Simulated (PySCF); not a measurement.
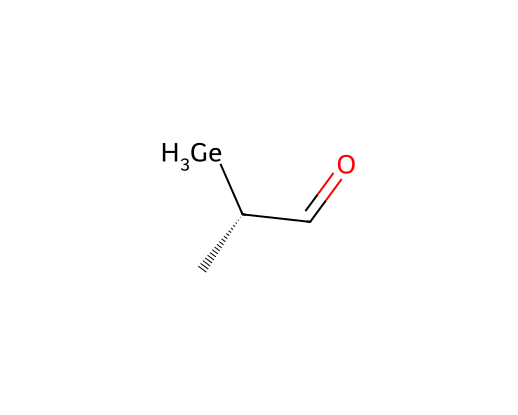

Structural formula above. The geometry was computed by an optimisation with PBE0-D3(BJ)/def2-SVP. No frequency run is at hand to confirm it as a minimum.

Describe the 3D structure.

The molecule is C3H8GeO. As SMILES it reads `C[C@H]([GeH3])C=O`. Among its groups: aldehyde. This geometry has C1 symmetry. Coordination: 2 C tetrahedral; 1 Ge tetrahedral; 1 C trigonal planar.

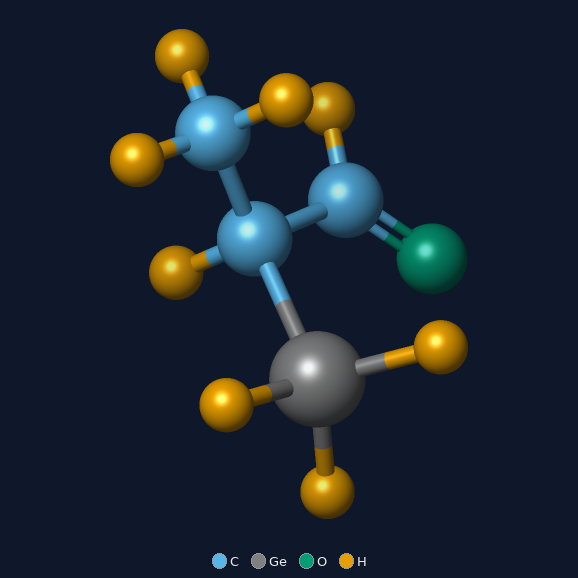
